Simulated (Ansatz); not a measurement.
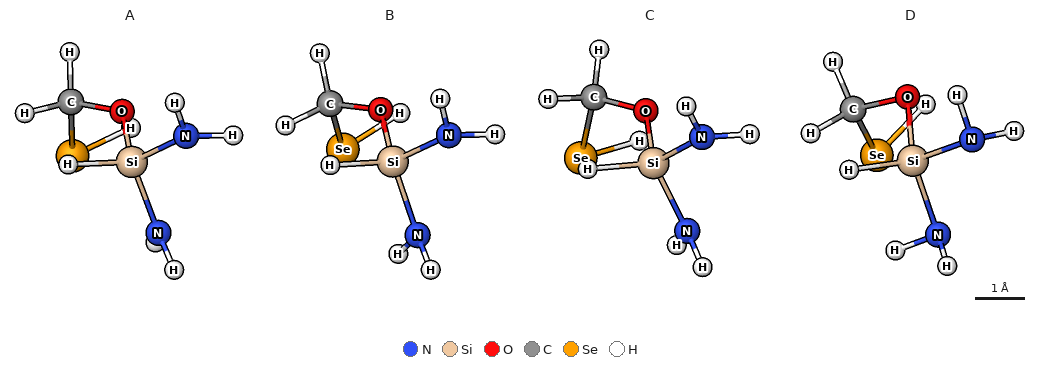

4 geometries from one relaxation of CH$_{8}$N$_{2}$OSeSi, in shuffled order. Style: ball-and-stick. Shown from a free direction.

The run prepares an end point of a later path (hydrogen shift) calculation, from a guessed geometry.

Method: RHF/def2-SVP in Ansatz 0.2.0. (no spin polarisation; force threshold 0.02 eV/Å; at most 50 steps)

Q: Put them in the order of the run, from the start to the converged end.

A: D, B, A, C. They are steps 0, 3, 6, 18, at +29.9 kcal/mol, +1.89 kcal/mol, +0.36 kcal/mol relative to the last. Over 16 accepted moves (18 points after the start) the energy falls by 29.9 kcal/mol. The largest force component goes from 3.3 to 0.014 eV/Å. The line search rejected the trial steps at points 8, 13 of the run. The largest move after the best rigid fit is that of an H atom, 0.97 Å. Largest moves by element: H 0.97 Å, Se 0.76 Å, O 0.31 Å, C 0.25 Å, N 0.23 Å, Si 0.05 Å. Some distances before and after: C–O 1.458 → 1.367 Å, O–Si 1.745 → 1.668 Å, N–Si 1.781 → 1.706 Å, H–N 1.075 → 1.001 Å. Among the angles between lasting bonds that change: Si–O–C 108.0° → 130.0°, Si–N–H 102.6° → 120.9°, Si–N–H 108.2° → 122.0°. Groups turn about O–Si by about 25°.

Limits of the set-up: Hartree-Fock leaves out electron correlation.
